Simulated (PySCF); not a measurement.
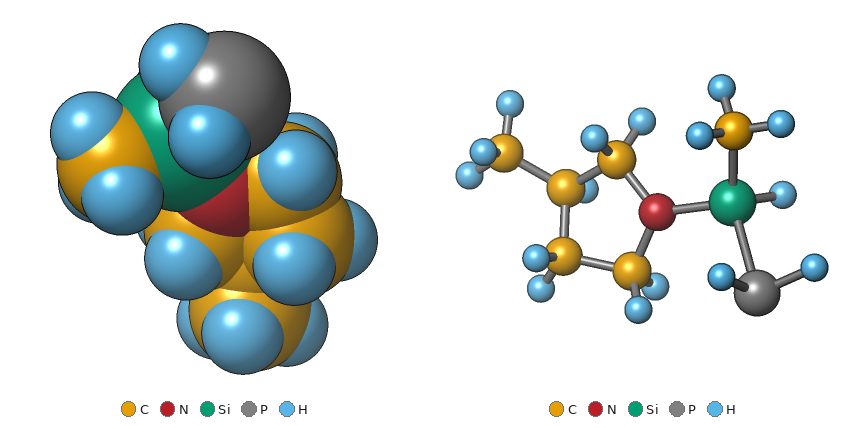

Both panels show the same species.

The geometry was computed by an optimisation with PBE0-D3(BJ)/def2-SVP. No frequency run is at hand to confirm it as a minimum.

What does the picture show?

The molecule is C₆H₁₆NPSi. SMILES: `C[C@@H]1CCN([Si@@H](C)P)C1`. Independent rings (smallest set): 1 of 5 members. Among its groups: Si–H bond, Si–N bond. This geometry has C1 symmetry. Coordination: 6 C tetrahedral; 1 N trigonal planar; 1 Si tetrahedral; 1 P trigonal pyramidal.

More results for the same structure follow; atom numbers are the same in all pictures, views and colours differ.

### Quadrupole coupling

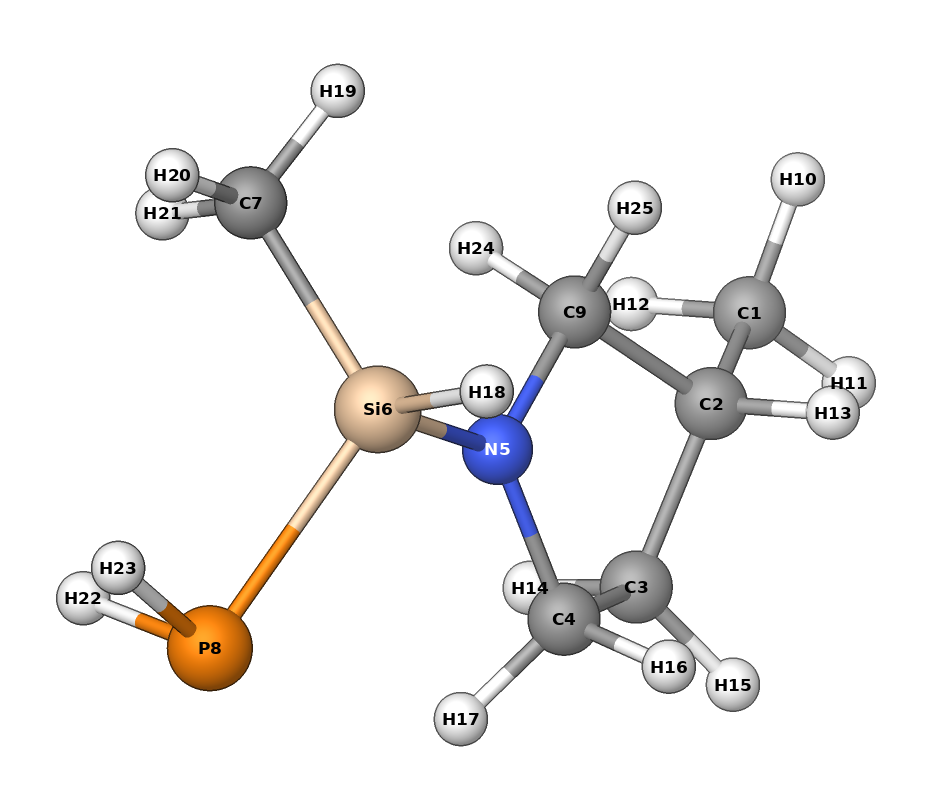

No frequency run is at hand to confirm it as a minimum. Electric field gradients from the ground-state density, PBE0/pcSseg-1 in acetonitrile (IEF-PCM) (PySCF 2.14.0), non-relativistic apart from any core potentials.

Give the largest field-gradient component, the quadrupole coupling constant and the asymmetry for 14N at N5 (Q = 20.44 mb).

```json
{"atom": "N5", "V_zz (a.u.)": "−1.178", "e²qQ/h (MHz)": "−5.66", "η": "0.36"}
```

### Electronic properties

No frequency run is at hand to confirm it as a minimum. Level of theory: PBE0/pcSseg-1 in acetonitrile (IEF-PCM) (PySCF 2.14.0).

Computed properties:

- dipole moment: 2.59 D
- HOMO energy (Kohn–Sham orbital): −5.98 eV
- LUMO energy (Kohn–Sham orbital): 0.76 eV
- HOMO–LUMO gap: 6.74 eV

### NMR shielding

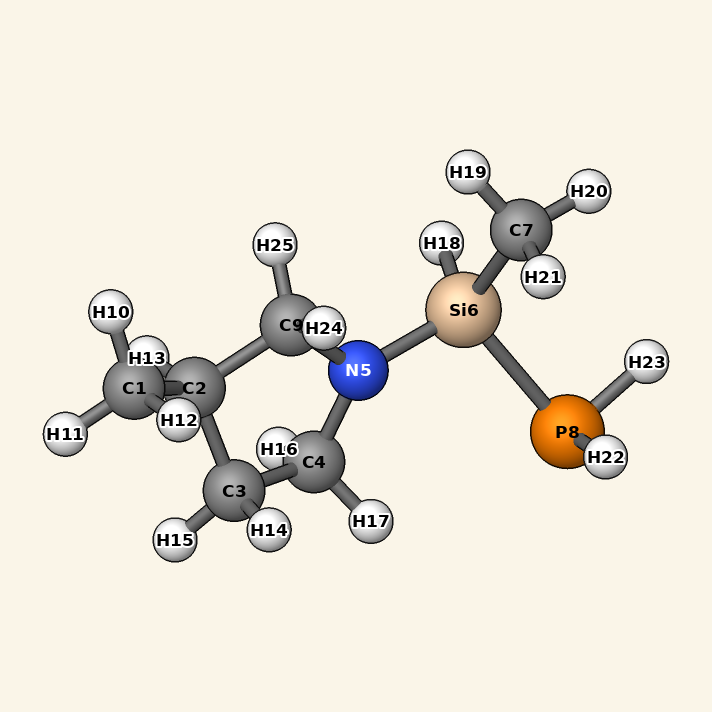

No frequency run is at hand to confirm it as a minimum. Method: GIAO PBE0/pcSseg-1 NMR shielding, non-relativistic, IEF-PCM dichloromethane (PySCF 2.14.0). Principal shieldings σ11 ≤ σ22 ≤ σ33, span Ω = σ33 − σ11, skew κ = 3(σiso − σ22)/Ω.

Give the shielding tensors of the N atoms.

```tsv
atom	σ11	σ22	σ33	σiso	Ω	κ
N5	155.8	245.8	286.9	229.5	131.2	−0.37
```

Shieldings and span in ppm.
